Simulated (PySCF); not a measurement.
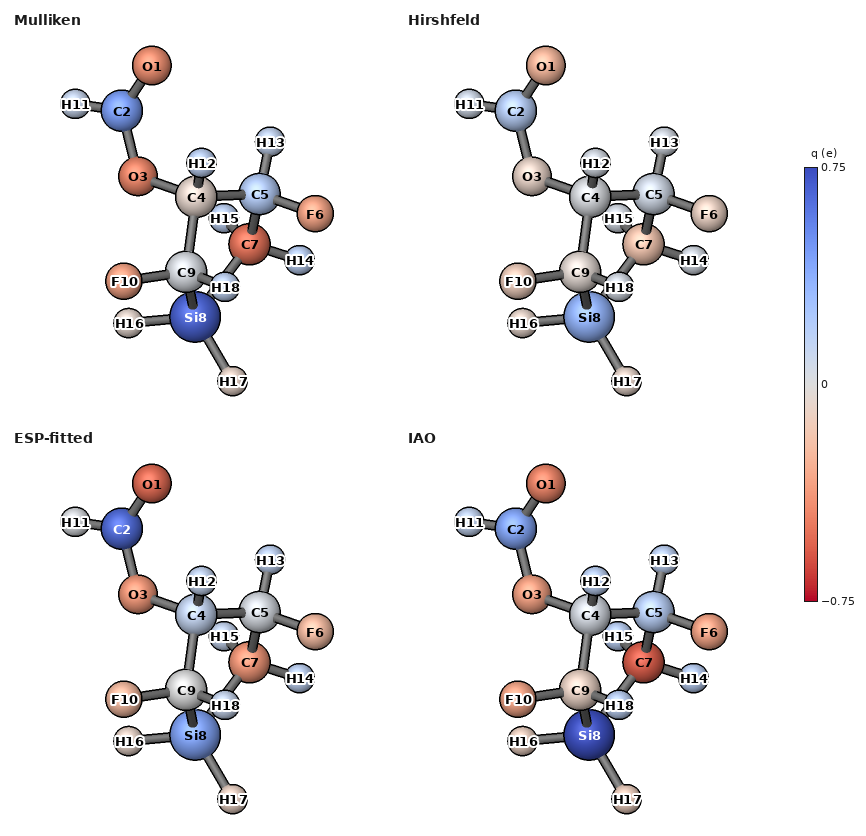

Atomic charges of one calculation by 4 schemes, on one colour scale. The computed structure is the end point of a GFN2-xTB optimisation. No frequency run is at hand to confirm it as a minimum. Method: PBE0/pcSseg-1 (PySCF 2.14.0).

On which atom do the schemes disagree most?

On C2 (from 0.18 to 0.64 e).

List the charges (e), one line for each set of equivalent atoms.

| atom | Mulliken | Hirshfeld | ESP-fitted | IAO |
| --- | --- | --- | --- | --- |
| O1 | −0.40 | −0.25 | −0.53 | −0.44 |
| C2 | 0.44 | 0.18 | 0.64 | 0.40 |
| O3 | −0.44 | −0.08 | −0.37 | −0.34 |
| C4 | −0.06 | 0.02 | 0.12 | 0.04 |
| C5 | 0.19 | 0.06 | 0.04 | 0.18 |
| F6 | −0.33 | −0.10 | −0.22 | −0.33 |
| C7 | −0.50 | −0.17 | −0.38 | −0.57 |
| Si8 | 0.67 | 0.34 | 0.41 | 0.73 |
| C9 | 0.03 | −0.04 | 0.00 | −0.09 |
| F10 | −0.33 | −0.12 | −0.22 | −0.32 |
| H11 | 0.11 | 0.07 | 0.02 | 0.13 |
| H12 | 0.15 | 0.04 | 0.13 | 0.16 |
| H13 | 0.12 | 0.04 | 0.14 | 0.15 |
| H14 | 0.16 | 0.05 | 0.15 | 0.17 |
| H15 | 0.16 | 0.04 | 0.12 | 0.16 |
| H16 | −0.05 | −0.07 | −0.07 | −0.10 |
| H17 | −0.07 | −0.07 | −0.09 | −0.11 |
| H18 | 0.14 | 0.05 | 0.11 | 0.16 |

The geometry is semi-empirical. Around Si such bond lengths and angles can be off by a tenth of an ångström or more and by several degrees, and values that hang on the shape move with them.
